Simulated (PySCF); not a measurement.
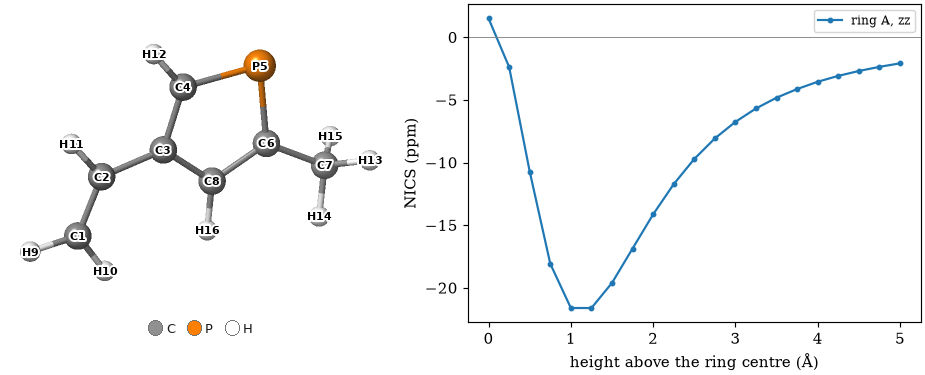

Figure 1: C₇H₈P, charge −1, SMILES `C=Cc1c[p-]c(C)c1`. GIAO NICS scans along the ring normals; ring A: 5-membered ring C3/C4/P5/C6/C8.

PySCF calculation, BP86/6-31G*, gas phase; geometry: GFN2-xTB. The highest occupied Kohn–Sham orbital has positive energy, a self-interaction fault of such functionals for anions. No frequency check shows the geometry to be a minimum. GFN2-xTB bond lengths at metals and heavier atoms can be off by up to 0.1 Å and shapes distorted, which carries into these values. The basis has no diffuse functions, which an anion needs.

**Read the scans.**

Ring A is strongly diatropic (aromatic): NICSzz reaches −21.6 ppm at 1.00 Å; NICS(0) = −9.4, NICS(1) = −8.1, NICS(1)zz = −21.6 ppm.

**What absolute proton shieldings does the same calculation give?**

From 25.8 ppm (H16) to 30.4 ppm (H14).

Run time: 110 s on 1 thread of Intel(R) Xeon(R) Processor @ 2.50GHz (Skylake/Cascade Lake), with other jobs on the host, peak memory 0.8 GiB.
